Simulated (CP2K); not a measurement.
WS

```
CELL_PARAMETERS angstrom
-3.00789 0.00000 0.00000
0.00000 3.00789 3.00789
0.00000 3.00789 -3.00789
ATOMIC_POSITIONS crystal
W 0.50000 0.00000 0.50430
W 0.50000 0.50000 0.00430
S 0.00199 0.00054 0.99167
S 0.00199 0.50054 0.49167
```

Space group Cm; a generated structure, not necessarily the stable one; changed on purpose from its base cell (atoms moved at random by about 0.05 A).

Method: CP2K 2026.2, Kohn-Sham DFT of a periodic cell, PBE, GTH-PBE with UZH-TZVP basis.

In a pseudopotential calculation such maps are meaningful between the atoms, not at the nuclei.

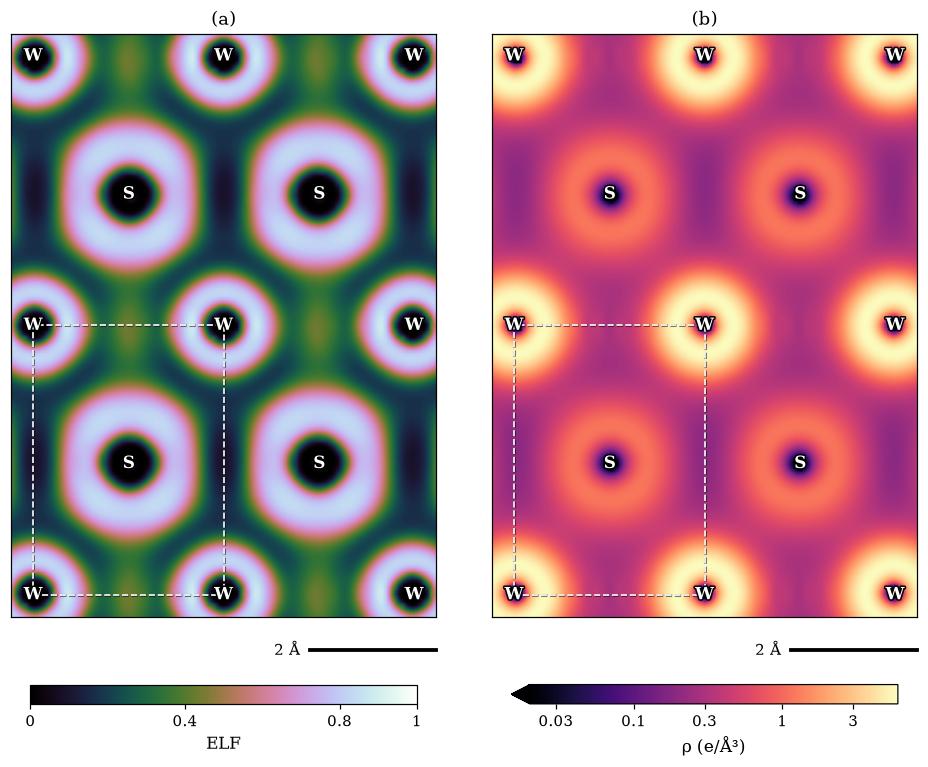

Figure 1. (a) electron localisation function; (b) valence pseudo-density on the (010) plane of the standardised cell.

### What do the fields say about this system?

The section cuts through W and S sites. W–S (2.56 Å): ρ at the midpoint is about 0.46 e/Å³; the ELF peaks at about 0.85 in the valence shell of S, 0.8 Å from its nucleus, and is about 0.35 at the midpoint. W–S (2.65 Å): ρ at the midpoint is about 0.39 e/Å³; the ELF peaks at about 0.85 in the valence shell of S, 0.8 Å from its nucleus, and is about 0.35 at the midpoint. Between the atoms the lowest density in this plane is 0.19 e/Å³. The features right at W lie inside the core regions, where the map follows smoothed inner orbitals and isn't to be read closely.

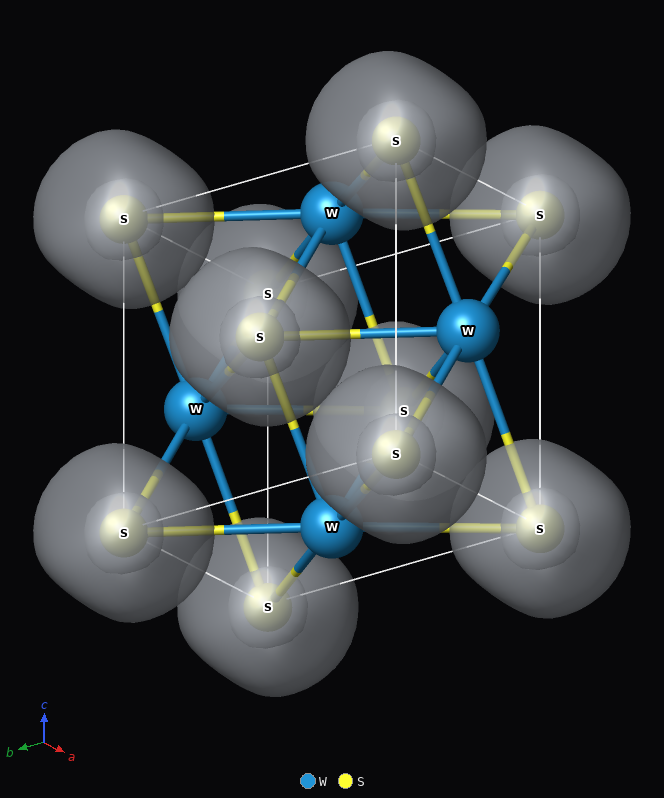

Figure 2. Isosurface of the ELF at 0.6 (grey), seen at an oblique angle. Only the valence region is drawn (cores and ρ < 0.01 e/Å³ removed). Sticks mark near contacts.

### What do the ELF domains correspond to?

The surface consists of two regions wrapped around S (the valence shell of each), counted in one cell of 4 atoms. Regions shared between cells count once. Profiles from the grid: W–S (2.60 Å): the ELF peaks at about 0.85 in the valence shell of S, 0.8 Å from its nucleus, and is about 0.35 at the midpoint.
